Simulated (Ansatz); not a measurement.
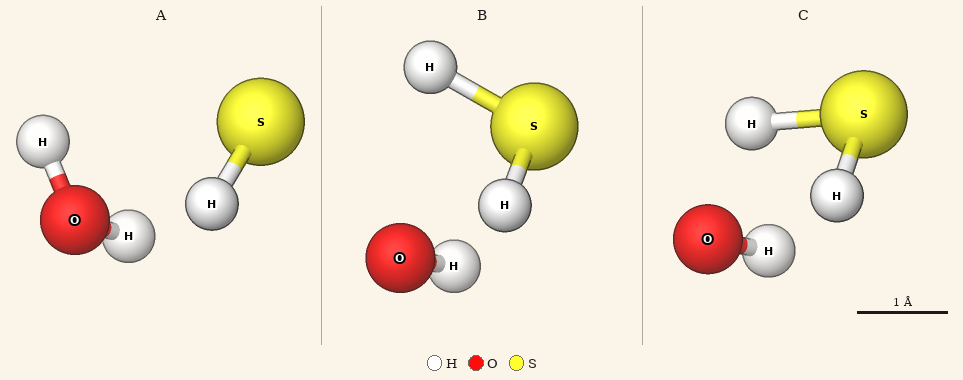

Three geometries of H₃SO (multiplicity 2): a saddle point and the two minima that it joins, in shuffled order. Style: ball-and-stick. Shown from a free direction. Sticks join atoms that are closer than about 1.2 times the sum of their covalent radii (a little more with hydrogen).

Stationary points at PBE0-D4/def2-TZVP, single-point energies with CCSD(T)/CBS, RPA@PBE, B3LYP-D4, CCSD(T), CAM-B3LYP-D4, wB97M-V (def2-TZVPP where no basis is named; Ansatz 0.2.0). The energies are electronic, without zero-point or thermal terms, and both ends are the minima reached downhill from the saddle, with any fragments still in contact. CCSD(T)/CBS stands for a frozen-core estimate: MP2 correlation extrapolated from def2-TZVPP and def2-QZVPP, CCSD(T) minus MP2 from the smaller set.

Question: Which frame is the transition state, what reaction does it lead through, and what barrier is to be expected?

Answer: Frame C is the saddle point. Counted by bonded pieces, A holds H₂O + SH and B holds H₂S + OH. From A over the saddle to B, a bond forms: H–S (2.96 → 1.38 → 1.34 Å). A bond breaks: H–O (0.96 → 1.63 → 2.53 Å). The saddle has one imaginary mode, 518i cm⁻¹. With CCSD(T)/CBS the barrier is 1.38 eV from A and 0.11 eV from B, and B lies 1.27 eV above A. By Pauling bond orders of the changing bonds the saddle lies closer to B, the higher end, as Hammond's postulate suggests.

```tsv
level	barrier from A (eV)	barrier from B (eV)	B less A (eV)
CCSD(T)/CBS	1.38	0.11	1.27
RPA@PBE	1.17	0.10	1.07
B3LYP-D4	1.15	0.11	1.04
CCSD(T)	1.35	0.08	1.27
CAM-B3LYP-D4	1.26	0.12	1.14
wB97M-V	1.28	0.13	1.15
```

Against CCSD(T)/CBS, CCSD(T) comes closest on the barrier from A (−0.03 eV) and B3LYP-D4 misses most (−0.23 eV).

Limits of the set-up: the start holds two separate molecules, 2.8 Å apart at their closest, whose relative position is a soft coordinate.
